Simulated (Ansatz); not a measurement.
# Ga2O3 (R-3c): the HSE06 gap against the k mesh of the hybrid

How far can the k mesh of the hybrid be lowered for the gap of Ga2O3 (R-3c)?

Calculated with Ansatz 0.2.0; DFT, HSE06, plane waves, PAW.

## 1. Starting point

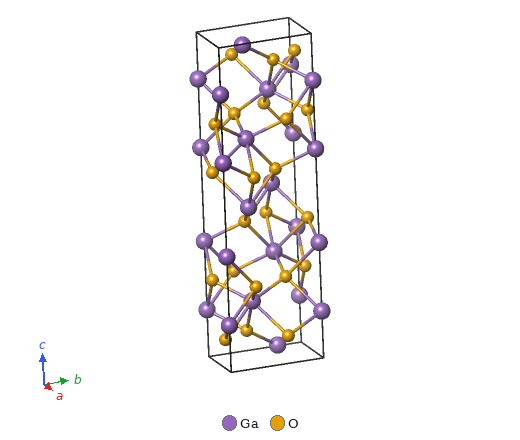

The cell as given, slightly off an axis (gallium purple, oxygen orange). This picture shows the conventional cell, with its axes. Some periodic images of atoms are drawn too.

The cell and positions are those that the Materials Project relaxed with its own functionals (PBE, PBE+U or r2SCAN), kept fixed. This is not the form that Ga2O3 usually takes at ambient conditions. The default PAW set here is soft_2. Its files were made with PBE.

## 2. k mesh of the hybrid: 2×2×2

input.yaml reads:

```yaml
crystal:
  lattice:
    - [2.4986991939, 1.4426246522, 4.4835497685]
    - [-2.4986991939, 1.4426246522, 4.4835497685]
    - [0.0, -2.8852493044, 4.4835497685]
  atoms:
    - { symbol: Ga, position: [0.85558558, 0.85558558, 0.85558558] }
    - { symbol: Ga, position: [0.64441442, 0.64441442, 0.64441442] }
    - { symbol: Ga, position: [0.14441442, 0.14441442, 0.14441442] }
    - { symbol: Ga, position: [0.35558558, 0.35558558, 0.35558558] }
    - { symbol: O, position: [0.75, 0.44683282, 0.05316718] }
    - { symbol: O, position: [0.44683282, 0.05316718, 0.75] }
    - { symbol: O, position: [0.05316718, 0.75, 0.44683282] }
    - { symbol: O, position: [0.25, 0.55316718, 0.94683282] }
    - { symbol: O, position: [0.94683282, 0.25, 0.55316718] }
    - { symbol: O, position: [0.55316718, 0.94683282, 0.25] }
kpoints:
  mp_grid: { grid: [2, 2, 2] }
  band_path:
    path:
      - [0.0, 0.0, 0.0]
      - [0.5, 0.5, 0.5]
      - [0.76431389, 0.23568611, 0.5]
      - [0.5, -0.23568611, 0.23568611]
      - [0.5, 0.0, 0.0]
      - [0.36784305, -0.36784305, 0.0]
      - [0.63215695, 0.0, 0.36784305]
      - [0.5, 0.0, 0.5]
      - [0.0, 0.1666666667, -0.1666666667]
    npoints: 1
hamiltonian:
  xc: hse06
scf:
  occupations: { method: fixed }
  n_extra_bands: 7
output:
  eigenvalues: true
  write_density: true
  write_potential: true
  elf: true
  volumetric_format: npy
```

Started as:

```bash
$ ansatz run input.yaml --threads 3 --pin off --max-ram 92160MiB --backend cuda --events-out ev --progress --plain --runs-dir out --devices 1 --max-vram 13GiB  # rebuilt from the run's record
```

Numbers of over 12 decimals in the logs are rounded to 6 here.

The log of the run:

```text
scf.n_extra_bands = 7 over 44 filled bands (N_el = 88.0): the run solves 51 bands
exact exchange: scf.exx.singularity resolves to wigner_seitz, which cuts the screened interaction at the faces of the exchange supercell's Wigner-Seitz cell, so that each pair interacts once, at the shortest of its separations (the periodic images that this leaves out come, for a point-like exchange hole, to about 0.011 eV on a filled level). The cut falls within the interaction's reach, and what an exchange supercel [...]
GPUs: using 1 of 1 available (devices: 1).
Engine: ansatz 0.2.0, x86_64-unknown-linux-gnu
Pseudopotentials: kind: paw
Pseudopotential: Ga, paw, valence charge 13, recommended cutoff 420 eV (normal), Ga.paw.azcp
Pseudopotential: O, paw, valence charge 6, recommended cutoff 420 eV (normal), O.paw.azcp
Functional definition: HSE06
  parameter a = 0.25
  parameter omega = 0.11/bohr
  exchange = pbe_x - a*pbe_x_sr(omega) + a*exact_x_sr(omega)
  correlation = pbe_c
davidson cushion auto → on  (no smearing: the cushion is to keep the highest requested band from converging to the state above it; pin scf.eigensolver.cushion to override)
concurrent solve slots: 2 of 3 are kept, ahead of what memory takes: no pass of the eigensolver takes more rounds on 2
device memory: the entry about to start is reckoned to put 1.5 GiB on a device that reports 33.1 GiB free (of which the cap on the GPU budget leaves the run 13.0 GiB)
GPU FFT provider: cuFFT
GPU libraries: cuBLAS 13.8.2, cuFFT 12.4.0, cuSOLVER 12.3.4
Crystal: 10 atoms, lattice volume = 96.971 Å³
Basis set: ecut = 420 eV, 1899 PW (Γ)
Bands: 51, of which v1, the nominal top of the filled ones, is band 44 counted from 1 (43 counted from 0)
Symmetry: 12 space group operations
Space group: R-3c (ITA 167), of the structure as read, at distance tolerance 4.6e-5 Å
k-points: 4 of 8
Non-local potential: Ga, projectors of the file, l = 0: 2, l = 1: 2, l = 2: 3, l = 3: 1
Non-local potential: O, projectors of the file, l = 0: 2, l = 1: 2, l = 2: 1
PAW form: soft (Blöchl's): semilocal exchange-correlation on the pseudo side does not see the compensation charge
PAW frozen core: Ga, regenerated for the run's functional, and the local potential with it (the file was generated under x = pbe(κ = 0.804, μ = 0.219515), c = pbe(β = 0.066725))
PAW frozen core: O, regenerated for the run's functional, and the local potential with it (the file was generated under x = pbe(κ = 0.804, μ = 0.219515), c = pbe(β = 0.066725))
PAW one-centre angular grid: Ga, 590 points (default); XC on 64 Gauss nodes
PAW one-centre angular grid: O, 110 points (default); XC on 96 Gauss nodes
Initial density: superposition of atomic densities (neutral atoms: chi_scale 0, normalization atom), corrected by the library's trained network
Initial wavefunctions: pseudopotential atomic-orbital guess
GPU buffer pool allocated for 46656 grid points (all kernels)
GPU transforms: local potential and band sums: pruned to the plane-wave sphere, on 36×36×36
Functional: x = pbe(κ = 0.804, μ = 0.219515), c = pbe(β = 0.066725), warm-up for x = pbe(κ = 0.804, μ = 0.219515) + 0.25 (exact − pbe) at short range (hse, ω = 0.207870 Å⁻¹), c = pbe(β = 0.066725); HSE06 as pw.x's `hse` composes it (authors' and Libxc's form: `xc: wpbeh`)
SCF iter   1: F=—  HF=-18539.637863 eV  |F-HF|=—  |Δ(HF+E_count)|=         —  Δρ=1.45e-3  dr2=7.36e-4  ethr=1.77e-3  ⟨swp⟩=2.0  Hψ=1360  notcnv=0
preconditioner: auto → none  [insulator: Δε(μ)=2.928 eV  Ē_g=17.115 eV  n_scr=26 (ndim 8)  ℏωp=35.4 eV  f_vac=0.015]
SCF iter   2: F=-18539.639361 eV  HF=-18539.639052 eV  |F-HF|=3.08e-4  |Δ(HF+E_count)|=   1.19e-3  Δρ=7.97e-4  dr2=1.96e-4  ethr=8.37e-7  ⟨swp⟩=5.0  Hψ=721  notcnv=0
SCF 1 stopped early in 2 iterations: F = -18539.639361 eV  dr2 = 1.96e-4
  greatest PAW one-centre occupation: 0.998 electrons in one spin orbital (limit 2), on the Ga atom at site 1 (counted from 0), in its partial waves of l = 2
[...]
preconditioner: auto → none  [insulator: Δε(μ)=4.691 eV  Ē_g=20.327 eV  n_scr=26 (ndim 8)  ℏωp=35.4 eV  f_vac=0.016]
SCF iter   2: F=—  HF=-18541.030205 eV  |F-HF|=—  |Δ(HF+E_count)|=   5.21e-2  Δρ=6.04e-3  dr2=1.72e-2  ethr=2.23e-6  ⟨swp⟩=4.0  Hψ=838  notcnv=0
SCF iter   3: F=—  HF=-18541.075726 eV  |F-HF|=—  |Δ(HF+E_count)|=   4.55e-2  Δρ=4.42e-3  dr2=7.62e-3  ethr=2.23e-6  ⟨swp⟩=4.0  Hψ=794  notcnv=0
SCF iter   4: F=—  HF=-18541.073981 eV  |F-HF|=—  |Δ(HF+E_count)|=   1.75e-3  Δρ=1.20e-3  dr2=4.98e-4  ethr=2.23e-6  ⟨swp⟩=3.0  Hψ=604  notcnv=0
SCF iter   5: F=—  HF=-18541.074627 eV  |F-HF|=—  |Δ(HF+E_count)|=   6.46e-4  Δρ=5.93e-4  dr2=2.49e-4  ethr=4.95e-7  ⟨swp⟩=3.8  Hψ=551  notcnv=0
SCF iter   6: F=-18541.074536 eV  HF=-18541.074562 eV  |F-HF|=2.65e-5  |Δ(HF+E_count)|=   6.41e-5  Δρ=1.81e-4  dr2=3.72e-5  ethr=2.74e-7  ⟨swp⟩=3.0  Hψ=566  notcnv=0
SCF 2 stopped early in 6 iterations: F = -18541.074536 eV  dr2 = 3.72e-5
  greatest PAW one-centre occupation: 0.998 electrons in one spin orbital (limit 2), on the Ga atom at site 3 (counted from 0), in its partial waves of l = 2
hybrid outer 1: dexx = +5.117e-2 eV, tail = 2.54e-4 eV
GPU FFT provider: cuFFT
GPU libraries: cuBLAS 13.8.2, cuFFT 12.4.0, cuSOLVER 12.3.4
GPU buffer pool allocated for 46656 grid points (all kernels)
GPU transforms: local potential and band sums: pruned to the plane-wave sphere, on 36×36×36
Exchange kernel: α = 0.2500, screened, ω = 0.2079 Å⁻¹, Wigner–Seitz truncation, v(0) = 874.6676 eV·Å³, q-mesh 2×2×2, nearest image of the exchange supercell L = 9.99 Å, pair-density grid 24×24×24, without the augmentation charges, whose exchange is taken in its separable form by FFT convolution over the k-point mesh (sized by the pseudopotential files, 30×30×30 at the most), smooth part of the exact exchange by density-matrix convolution in up to 559.1 MiB of GPU memory as planned if the GPU has room (build and FFT work areas not counted)
Frozen-core exchange: fock
SCF iter   1: F=—  HF=-18541.072637 eV  |F-HF|=—  |Δ(HF+E_count)|=         —  Δρ=9.22e-5  dr2=7.04e-6  ethr=1.44e-6  ⟨swp⟩=3.0  Hψ=475  notcnv=0
preconditioner: auto → none  [insulator: Δε(μ)=4.734 eV  Ē_g=20.250 eV  n_scr=26 (ndim 8)  ℏωp=35.4 eV  f_vac=0.019]
iter 2 solved again at ethr=6.29e-10 eV; its pass at ethr=7.51e-9 eV (dr2=5.53e-7 eV) is discarded
SCF iter   2: F=—  HF=-18541.072646 eV  |F-HF|=—  |Δ(HF+E_count)|=   9.58e-6  Δρ=3.69e-5  dr2=7.43e-7  ethr=6.29e-10  ⟨swp⟩=2.0  Hψ=1232  notcnv=0
SCF iter   3: F=-18541.072646 eV  HF=-18541.072646 eV  |F-HF|=8.21e-9  |Δ(HF+E_count)|=   1.43e-7  Δρ=8.94e-6  dr2=7.95e-8  ethr=6.29e-10  ⟨swp⟩=3.0  Hψ=514  notcnv=0
SCF 3 converged in 3 iterations: F = -18541.072646 eV  dr2 = 7.95e-8
hybrid outer 2: dexx = +3.671e-6 eV, tail = 2.38e-7 eV, Δε = 4.38e-3 eV (about 1.72e-4 eV left of the loop's levels)
device memory: the entry about to start is reckoned to put 0.8 GiB on a device that reports 35.4 GiB free (of which the cap on the GPU budget leaves the run 13.0 GiB)
NSCF: frozen V_eff on 9 k-points
hybrid SCF converged: 2 outer / 9 inner (+2 warm-up), last move |dexx| = 3.67e-6 eV, tail = 2.38e-7 eV
Stability not checked: this state was not tested for a lower state beside it, because the functional holds exact exchange (a hybrid, or Hartree-Fock), whose exchange loop this test does not read (fock_operator; see scf.lower_state_search)
Free energy (F): -18541.072646 eV
Frozen-core exchange: fock
Harris-Foulkes:  -18541.072646 eV  (|F-HF|=8.21e-9)
Internal energy: -18541.072646 eV  (E = F + TS)
E sigma→0 (E₀):  -18541.072646 eV
Fermi energy:    7.768967 eV
--- Per-component energies (eV) ---
  E_band       = -201.128268
  E_kinetic    = 1526.339012
  E_local      = -8543.777927  (includes V_loc(G=0)·N_el)
  E_nonlocal   = 2023.228016
  E_hartree    = 3876.388719
  E_xc         = -571.436246
  E_vxc        = -629.710839  (∫ρ·V_xc dr)
  E_exx        = -311.805097  (= α·E_x^exact, valence–valence)
  E_paw        = -8786.703573  (= ΣΔE_a)
  E_vpaw       = -1706.389748  (= ΣTr[D̂ρ^β])
  E_aug_tail   = 0.014548  (compensation charges beyond the density's cutoff)
  E_ewald      = -7753.609124
  E_core_change = 0.289025  (= ΣΔE_core)
  E_smearing   = -0.000000  (= −TS)
  E_closure    = -0.000000  (closes the sum)
  Σ components = -18541.072646   (vs F -18541.072646, Δ=3.64e-12)
--- Band table (eV) ---
  k-point 0: bands = [... 40 lower, 7.6021, 7.6370, 7.6777, 7.6777, 12.5042, 16.6234, 16.6448, 18.9790, ... 3 higher]
  k-point 1: bands = [... 40 lower, 6.8796, 6.8796, 7.7577, 7.7577, 16.2855, 16.2855, 16.6323, 16.6323, ... 3 higher]
  k-point 2: bands = [... 40 lower, 7.0009, 7.2409, 7.6790, 7.7690, 16.4570, 16.6830, 17.5467, 17.7695, ... 3 higher]
  k-point 3: bands = [... 40 lower, 7.6216, 7.6216, 7.6216, 7.6216, 15.6762, 15.6762, 17.8559, 17.8559, ... 3 higher]
```

It took 17 s on 1 × NVIDIA H100 80GB HBM3 (shared by 6 runs) with 3 threads of AMD EPYC 7R13 (Zen 3), shared host; peak memory 1.1 GiB; 14 s of CPU time.

This step gave:

| Property | Result |
| --- | --- |
| gap | 4.577 eV |
| valence top at | k = (0.000, 0.167, -0.167) |
| conduction bottom at | Γ |
| least direct gap | 4.826 eV |
| exact-exchange fraction | 0.25 |

The gap is indirect, with the least direct gap 0.25 eV higher.

## 3. k mesh of the hybrid: 4×4×4

Edit input.yaml of step 2 so:

```diff
@@ -17,3 +17,3 @@
 kpoints:
-  mp_grid: { grid: [2, 2, 2] }
+  mp_grid: { grid: [4, 4, 4] }
   band_path:
@@ -37,5 +37 @@
   eigenvalues: true
-  write_density: true
-  write_potential: true
-  elf: true
-  volumetric_format: npy
```

The log of the run:

```text
[...]
GPUs: using 1 of 1 available (devices: 1).
[...]
GPU FFT provider: cuFFT
GPU libraries: cuBLAS 13.8.2, cuFFT 12.4.0, cuSOLVER 12.3.4
Crystal: 10 atoms, lattice volume = 96.971 Å³
Basis set: ecut = 420 eV, 1899 PW (Γ)
Bands: 51, of which v1, the nominal top of the filled ones, is band 44 counted from 1 (43 counted from 0)
[... 1 set-up line as in the run before ...]
[...]
k-points: 13 of 64
[...]
Fermi energy:    7.869356 eV
[...]
--- Band table (eV; the first three rows and the last of 13) ---
  k-point 0: bands = [... 40 lower, 7.5966, 7.6368, 7.6728, 7.6728, 12.4688, 16.6214, 16.6327, 18.9746, ... 3 higher]
  k-point 1: bands = [... 40 lower, 7.2600, 7.3785, 7.7176, 7.8694, 14.0538, 16.4154, 17.2501, 18.1782, ... 3 higher]
  k-point 2: bands = [... 40 lower, 6.8727, 6.8727, 7.7497, 7.7497, 16.2761, 16.2761, 16.6244, 16.6244, ... 3 higher]
  k-point 12: bands = [... 40 lower, 7.6164, 7.6164, 7.6164, 7.6164, 15.6608, 15.6608, 17.8527, 17.8527, ... 3 higher]
[key lines of the parts left out:]
Free energy (F): -18541.155896 eV
```

The job ended after 35 s (1 × NVIDIA H100 80GB HBM3 (shared by 6 runs) with 3 threads; peak memory 1.5 GiB).

This step gave:

* gap: 4.548 eV
* valence top at: k = (0.000, 0.167, -0.167)
* conduction bottom at: Γ
* least direct gap: 4.796 eV

The gap is 4.548 eV, −0.029 eV from the run before at this level.

## 4. The series

Differences are against the last row; a negative gap means that bands overlap, and a run with a band path holds that path's time. Times are wall times on 1 × NVIDIA H100 80GB HBM3 (shared by 6 runs) with 3 threads of AMD EPYC 7R13 (Zen 3), shared host, good to a factor of about two.

```
k mesh of the hybrid  gap (eV)  direct gap (eV)  gap error (eV)  energy error (meV/atom)  irreducible k  time
               2×2×2     4.577            4.826          +0.029                     +8.3              4  17 s
               4×4×4     4.548            4.796          +0.000                     +0.0             13  35 s
```

## 5. Summary of results

* 2×2×2: 4.577 eV
* 4×4×4: 4.548 eV

What this shows: The gap holds to 0.02 eV from 4×4×4 on, the last run itself, so the series does not show convergence. At 2×2×2 the gap is off by +0.029 eV and the energy by +8 meV/atom. The gap is read over the mesh and added points near the edges, so meshes differ mainly through the density and, for a hybrid, the exchange operator.

[Paths, hosts, dates, memory and timing lines, banners, echoed tables and standing remarks are left out of the program output.]

[Logs are printed without paths, hosts, clocks, repeated set-up lines and the standing remarks that a program may print on its own settings, such as how far it seeks lower states.]

[Runs of the session that timed out or met a known fault of the program may be left out.]

[Cells called generated may have been cut or substituted from an entry of the Crystallography Open Database or the Materials Project.]

[Hosts, paths, dates, database ids (printed as entryN), source tags and the programs' standing remarks are cut or masked in the printed files.]
